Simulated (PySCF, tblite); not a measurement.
**C₆H₁₀B radical: geometry, infrared bands and EPR parameters**

Wanted: the infrared bands and EPR parameters of C₆H₁₀B radical (`C=C1CB[C](C)C1`), by calculation.

Programs: tblite 0.8.0 and PySCF 2.14.0, with density-fitted response routines of our own. Each step states its level of theory. These are calculated values for one molecule in the gas phase, unless marked as measured. Atoms are numbered from 0 throughout.

### 1 The starting structure

17 atoms, charge 0, multiplicity 2; geometry from: force field or distance geometry start.

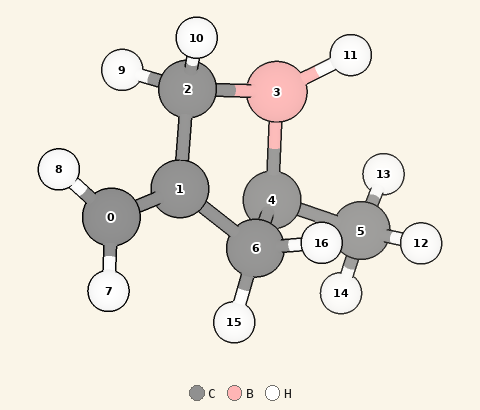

The starting geometry (carbon grey, boron pink, hydrogen white), atoms numbered.

### 2 Optimising the geometry with GFN2-xTB

The job: settings as JSON, then the geometry in Å.

```
{"job": {"kind": "relax", "xc": "GFN2-xTB", "basis": "xTB"}, "charge": 0, "multiplicity": 2}
C      2.558600    -0.410800    -0.379200
C      1.272000    -0.033900    -0.253400
C      0.877100     1.395700    -0.182200
B     -0.712000     1.324000    -0.015500
C     -0.891600    -0.094300     0.751300
C     -2.296400    -0.592100     0.733900
C      0.066500    -0.911800    -0.132900
H      2.790600    -1.467200    -0.410100
H      3.375700     0.293000    -0.453500
H      1.341400     1.855400     0.711500
H      1.183600     1.980600    -1.067100
H     -1.477800     1.661600    -0.862600
H     -2.646800    -0.968900    -0.221100
H     -2.969700     0.239400     1.003900
H     -2.364700    -1.338200     1.570900
H      0.284100    -1.880400     0.331400
H     -0.397600    -1.040100    -1.135200
```

On the command line:

```console
OMP_NUM_THREADS=1 python probes_run.py task.json out
```

One launch serves the whole session: the jobs run in the order shown.

The log of the run:

```text
step      E/eV     max force
  0    -517.94185    4.001
  1    -518.29808    2.727
  2    -518.51622    1.637
  3    -518.63398    1.013
  4    -518.71939    1.055
  5    -518.77277    1.116
  6    -518.90967    0.870
  7    -518.99961    0.725
  8    -519.09399    0.837
  9    -519.16796    0.847
 10    -519.22902    0.690
 11    -519.29079    0.679
 12    -519.35397    0.479
 13    -519.39448    0.415
 14    -519.41700    0.343
 15    -519.43624    0.315
 16    -519.45242    0.266
 17    -519.46174    0.220
 18    -519.46676    0.273
 19    -519.47260    0.198
 20    -519.47927    0.184
 21    -519.48376    0.130
 22    -519.48758    0.125
 23    -519.49026    0.110
 24    -519.49272    0.099
 25    -519.49491    0.098
 26    -519.49671    0.106
 27    -519.49834    0.108
 28    -519.50022    0.115
 29    -519.50243    0.137
 30    -519.50460    0.126
 31    -519.50645    0.089
 32    -519.50814    0.096
 33    -519.50999    0.103
 34    -519.51227    0.118
 35    -519.51502    0.137
 36    -519.51829    0.150
 37    -519.52209    0.168
 38    -519.52609    0.135
 39    -519.52972    0.123
 40    -519.53275    0.123
 41    -519.53546    0.136
 42    -519.53824    0.133
 43    -519.54098    0.115
 44    -519.54312    0.102
 45    -519.54447    0.071
 46    -519.54535    0.066
 47    -519.54598    0.066
 48    -519.54644    0.077
 49    -519.54677    0.039
 50    -519.54701    0.034
 51    -519.54714    0.033
 52    -519.54732    0.027
 53    -519.54744    0.019
 54    -519.54750    0.015
 55    -519.54758    0.016
 56    -519.54763    0.019
 57    -519.54767    0.015
 58    -519.54771    0.016
 59    -519.54775    0.017
 60    -519.54781    0.018
 61    -519.54786    0.019
 62    -519.54790    0.016
 63    -519.54793    0.012
 64    -519.54796    0.013
 65    -519.54798    0.011
 66    -519.54800    0.009
```

Run time: 0.29 s. Hardware: 1 thread of Arm Neoverse V2, shared host.

Along the way: (not every step is listed)

| step | energy from step 0 (eV) | largest force (eV/Å) |
| --- | --- | --- |
| 0 | 0.0000 | 4.0006 |
| 1 | -0.3562 | 2.7267 |
| 2 | -0.5744 | 1.6375 |
| 3 | -0.6921 | 1.0134 |
| 4 | -0.7775 | 1.0555 |
| 5 | -0.8309 | 1.1162 |
| 6 | -0.9678 | 0.8703 |
| 7 | -1.0578 | 0.7249 |
| 8 | -1.1521 | 0.8367 |
| 13 | -1.4526 | 0.4146 |
| 18 | -1.5249 | 0.2734 |
| 23 | -1.5484 | 0.1096 |
| 28 | -1.5584 | 0.1148 |
| 33 | -1.5681 | 0.1030 |
| 38 | -1.5842 | 0.1347 |
| 43 | -1.5991 | 0.1154 |
| 48 | -1.6046 | 0.0774 |
| 53 | -1.6056 | 0.0187 |
| 58 | -1.6059 | 0.0155 |
| 61 | -1.6060 | 0.0195 |
| 62 | -1.6060 | 0.0161 |
| 63 | -1.6061 | 0.0122 |
| 64 | -1.6061 | 0.0127 |
| 65 | -1.6061 | 0.0114 |
| 66 | -1.6061 | 0.0095 |

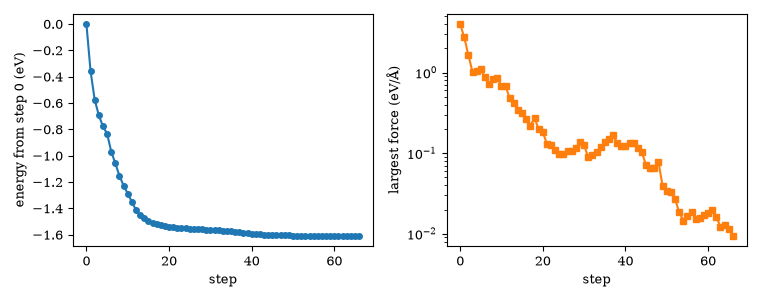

Energy and force, step by step.

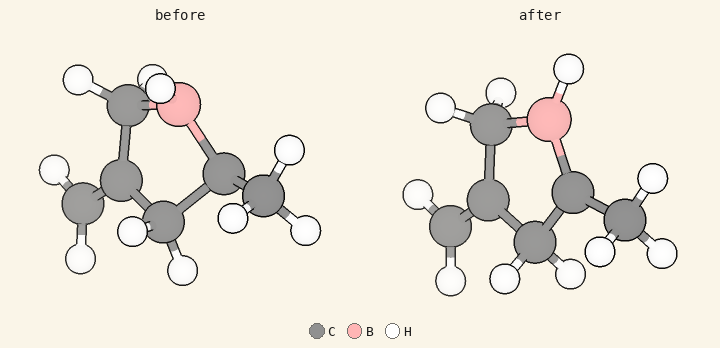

The geometry before (left) and after (right).

Close pairs (by a distance rule), those that changed most:

```
  bond  before (Å)  after (Å)  change (Å)
 B3–C4       1.622      1.508      -0.115
 C4–C6       1.539      1.490      -0.049
C5–H14       1.123      1.093      -0.031
 C0–C1       1.347      1.323      -0.023
B3–H11       1.191      1.169      -0.022
 C1–C2       1.485      1.506      +0.021
C5–H13       1.103      1.087      -0.016
 C2–H9       1.107      1.093      -0.014
```

The final coordinates are the input of the step that follows.

### 3 Harmonic vibrations with GFN2-xTB

The job: settings as JSON, then the geometry in Å.

```
{"job": {"kind": "ir", "xc": "GFN2-xTB", "basis": "xTB"}, "charge": 0, "multiplicity": 2}
C      2.528566    -0.457601    -0.404868
C      1.288290    -0.019333    -0.259366
C      0.862202     1.424618    -0.289701
B     -0.681053     1.417225     0.080887
C     -1.071657    -0.032012     0.221825
C     -2.379374    -0.658149     0.534400
C      0.102015    -0.917668    -0.020613
H      2.774253    -1.506482    -0.367135
H      3.353157     0.215575    -0.568700
H      1.488981     2.019952     0.379330
H      1.046201     1.838270    -1.286478
H     -1.368856     2.353637     0.208159
H     -2.750064    -1.223580    -0.325862
H     -3.121116     0.092277     0.795631
H     -2.288401    -1.370324     1.358253
H      0.280135    -1.596016     0.822789
H     -0.070275    -1.568360    -0.888460
```

The log of the run:

```text
mode    cm-1     km/mol
  1      19.1      1.47
  2      37.6      4.36
  3     126.5      1.35
  4     267.8      0.32
  5     325.6      0.95
  6     391.8      2.51
  7     392.9      4.95
  8     519.3      2.01
  9     529.2      1.80
 10     590.2      1.29
 11     676.4      8.90
 12     775.9    107.35
 13     829.0      2.74
 14     831.5      3.55
 15     850.6     11.80
 16     890.3     14.83
 17     900.2      1.67
 18     953.2      3.17
 19     955.2      2.87
 20     989.4      0.52
 21    1051.1      1.87
 22    1069.2    113.46
 23    1099.4      0.67
 24    1203.5     15.16
 25    1217.7     11.11
 26    1257.0     30.03
 27    1276.1     19.27
 28    1374.1     20.29
 29    1385.7      7.22
 30    1406.5     18.12
 31    1420.4      2.09
 32    1431.5     25.41
 33    1467.8      4.39
 34    1475.4      7.58
 35    1719.0      1.73
 36    2651.2    202.93
 37    2866.3     20.32
 38    2910.7     25.54
 39    2925.3     30.35
 40    2935.9     28.54
 41    2964.7     27.19
 42    2966.3     46.69
 43    3044.4     26.77
 44    3093.6     37.49
 45    3117.9     46.00
```

It took 0.37 s on 1 thread of Arm Neoverse V2, shared host.

The strongest bands and the atoms that carry them (share of the mass-weighted mode):

```csv
cm⁻¹,km/mol,atoms
776,107.3,"B3 24 %, C2 20 %, H11 17 %, H10 11 %"
1069,113.5,"B3 40 %, H11 19 %, C2 12 %"
1257,30.0,"C1 57 %, C6 10 %"
2651,202.9,H11 91 %
2925,30.4,"H10 71 %, H9 21 %"
2966,46.7,"H14 75 %, H12 19 %"
3094,37.5,"H7 73 %, H8 22 %"
3118,46.0,"H8 71 %, H7 20 %"
```

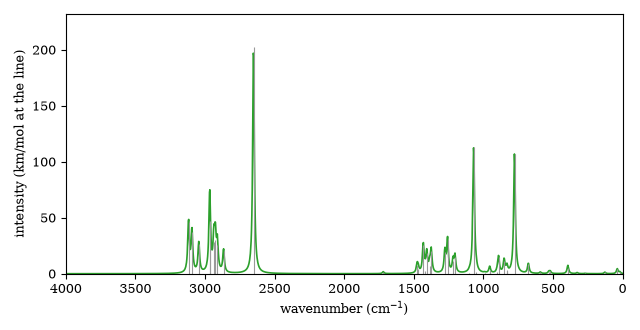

The infrared spectrum from these modes, unscaled. Lines are broadened to a width of 14 cm⁻¹ (Lorentzian).

### 4 EPR parameters: B3LYP/pcH-1

The job, as its differences from that of step 3:

```diff
@@ -1,2 +1,2 @@
-{"job": {"kind": "ir", "xc": "GFN2-xTB", "basis": "xTB"}, "charge": 0, "multiplicity": 2}
+{"job": {"kind": "epr", "basis": "pcH-1"}, "charge": 0, "multiplicity": 2}
 C      2.528566    -0.457601    -0.404868
```

With the program's defaults for keys left out, this is: UKS B3LYP, pcH-1 on B C H, non-relativistic, mean-field spin-orbit, GIAO.

The log of the run:

```text
UKS, coarse grid
  cycle   1  E = -259.39596886  |g| = 3.58e-01
  cycle   2  E = -259.39149362  |g| = 3.78e-01
  cycle   3  E = -259.46935090  |g| = 3.48e-02
  cycle   4  E = -259.46955570  |g| = 3.11e-02
  cycle   5  E = -259.47001660  |g| = 8.82e-03
  cycle   6  E = -259.47005967  |g| = 2.99e-03
  cycle   7  E = -259.47006601  |g| = 7.83e-04
UKS, final grid
  cycle   1  E = -259.46997822  |g| = 7.61e-04
  cycle   2  E = -259.46997808  |g| = 1.01e-03
  cycle   3  E = -259.46997857  |g| = 1.58e-04
  cycle   4  E = -259.46997859  |g| = 1.11e-04
  cycle   5  E = -259.46997861  |g| = 4.45e-05
  cycle   6  E = -259.46997861  |g| = 1.90e-05
E = -259.46997861 Eh   <S^2> = 0.7528 (exact 0.7500)
g shifts (ppm)      1          2          3
  rmc          -114       -114       -114
  gc              1         16         17
  oz_so          -7        344        910
  total        -121        246        813
hyperfine (MHz)  atom isotope    a_iso     a_fc   dipolar eigenvalues
    0   13C      -1.04      -1.04     -0.38     -0.24      0.62
    1   13C       0.38       0.38     -1.22      0.19      1.02
    2   13C      -9.02      -9.02     -1.99      0.68      1.31
    3   11B      -7.26      -7.26    -14.81     -8.12     22.93
    4   13C      44.70      44.70    -56.71    -56.61    113.31
    5   13C     -23.32     -23.32     -2.15      0.95      1.20
    6   13C     -25.45     -25.45     -2.38      1.00      1.38
    7    1H       0.07       0.07     -1.03     -0.90      1.92
    8    1H      -0.05      -0.05     -0.88     -0.73      1.61
    9    1H      42.40      42.40     -2.64     -2.22      4.86
   10    1H      49.89      49.89     -2.81     -2.16      4.97
   11    1H     -13.69     -13.69     -8.32     -2.26     10.58
   12    1H      96.75      96.75     -4.26     -2.97      7.23
   13    1H       2.86       2.86     -3.87     -3.42      7.29
   14    1H      71.87      71.87     -4.05     -2.98      7.03
   15    1H      99.67      99.67     -4.22     -2.97      7.20
   16    1H     114.41     114.41     -4.35     -2.89      7.25
```

Run time: 52 s. Hardware: 1 thread of Arm Neoverse V2, shared host; peak memory 0.97 GiB.

Principal g values 2.00220, 2.00256, 2.00313; g(iso) = 2.00263, against 2.00232 for a free electron.

Mean a(iso) over the nuclei that a row names, and the largest dipolar term of the row (other rows stand at the frozen geometry):

```
       nuclei  isotope  a(iso) (MHz)  a(iso) (G, at g = 2.0023)  largest dipolar term (MHz)
     H15, H16       1H         107.0                       38.2                         7.2
H12, H13, H14       1H          57.2                       20.4                         7.3
      H9, H10       1H          46.1                       16.5                         5.0
           C4      13C          44.7                       15.9                       113.3
           C6      13C         -25.5                       -9.1                        -2.4
           C5      13C         -23.3                       -8.3                        -2.2
          H11       1H         -13.7                       -4.9                        10.6
           C2      13C          -9.0                       -3.2                        -2.0
           B3      11B          -7.3                       -2.6                        22.9
           C0      13C          -1.0                       -0.4                         0.6
           C1      13C           0.4                        0.1                        -1.2
           H7       1H           0.1                        0.0                         1.9
           H8       1H           0.0                        0.0                         1.6
```

Mulliken spin populations:

C0 0.00; C1 0.01; C2 -0.03; B3 0.22; C4 0.75; C5 -0.06; C6 -0.07; H7 0.00; H8 0.00; H9 0.02; H10 0.02; H11 -0.01; H12 0.04; H13 0.00; H14 0.03; H15 0.04; H16 0.05

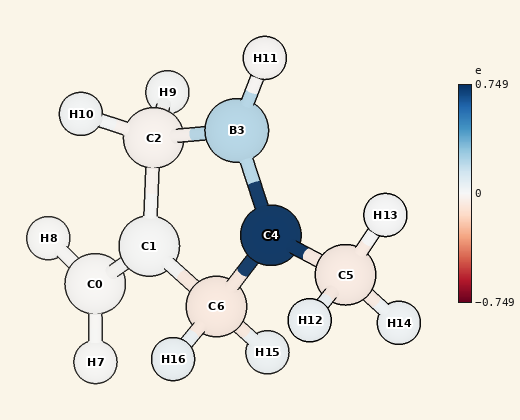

Mulliken spin populations, as colours on the atoms.

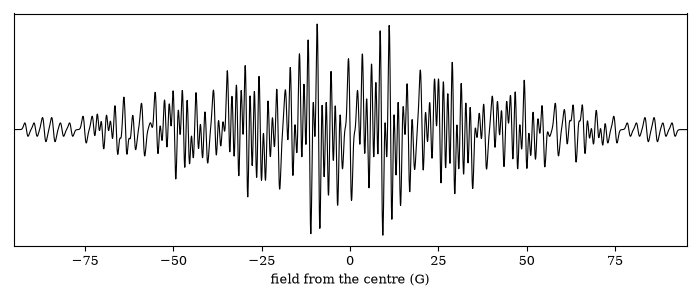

First-order isotropic spectrum (first derivative, main isotopes with spin only, couplings over 0.8 MHz, Gaussian width 0.5 G; couplings of the frozen geometry, rotation of groups not averaged beyond the rows shown).

The fields below are evaluated on a grid from the run's orbitals.

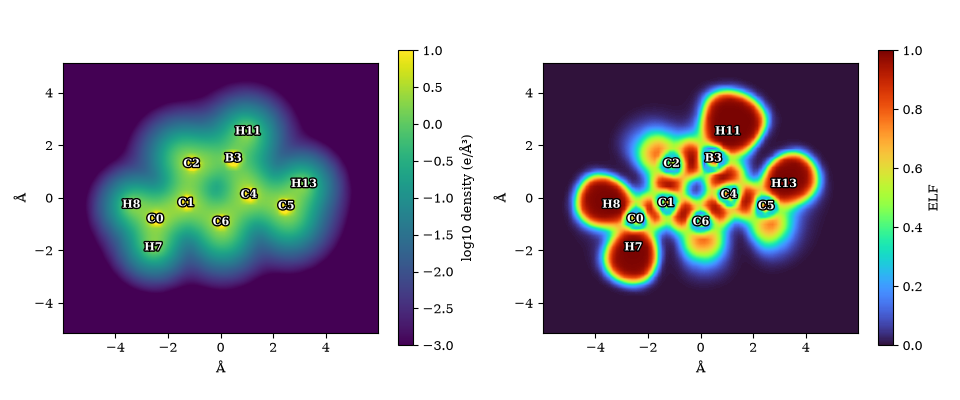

Density (left) and ELF (right) in a plane through or near 11 of the atoms.

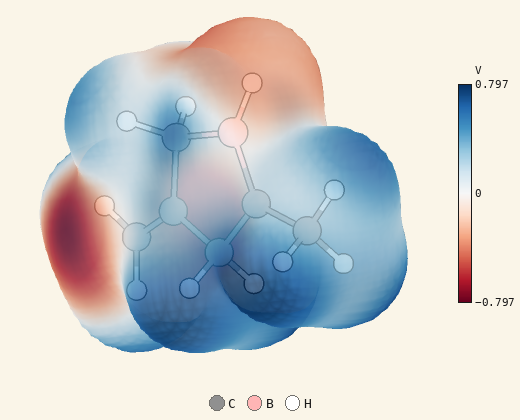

Electrostatic potential on the surface of density 0.002 e/bohr³; red is low, blue high. It runs from -0.75 V near C0 to 0.80 V near H12.

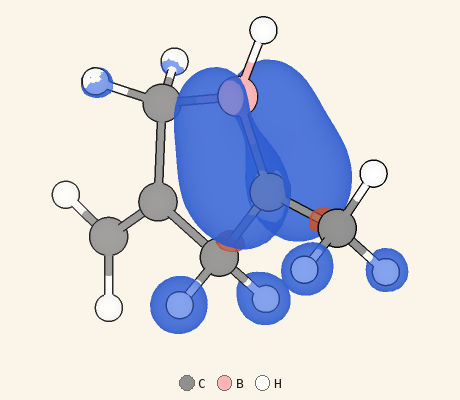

Spin density at ±0.03 e/Å³ (alpha excess blue, beta excess red).

### 5 Outcome

| quantity | value |
| --- | --- |
| strongest single infrared mode (GFN2-xTB) | 2651 cm⁻¹, 203 km/mol |
| zero-point energy (GFN2-xTB) | 87.5 kcal/mol |
| g(iso) (B3LYP) | 2.00263 |
| ⟨S²⟩ | 0.753 (exact 0.75) |
| largest a(iso) (averaged by class) | 1H on H15, H16, 107.0 MHz |
| potential on the surface of density 0.002 e/bohr³, 1st and 99th percentile | -0.75 V and 0.80 V |

Over 66 steps the energy fell by 1.606 eV; of the close pairs, B3–C4 changed most, 1.622 to 1.508 Å. All 45 modes are real, so the xTB geometry is a minimum. The strongest single mode, at 2651 cm⁻¹, moves mainly H11. GFN2-xTB is a fitted tight-binding method: band positions and strengths are rough. Its intensities can rank the bands wrongly. C4 carries the largest spin population, 0.75 e. The isotropic g lies 0.3 ppt above the free-electron value. The conformer search found further structures of the same energy, which may be mirror or relabelled copies of this one.
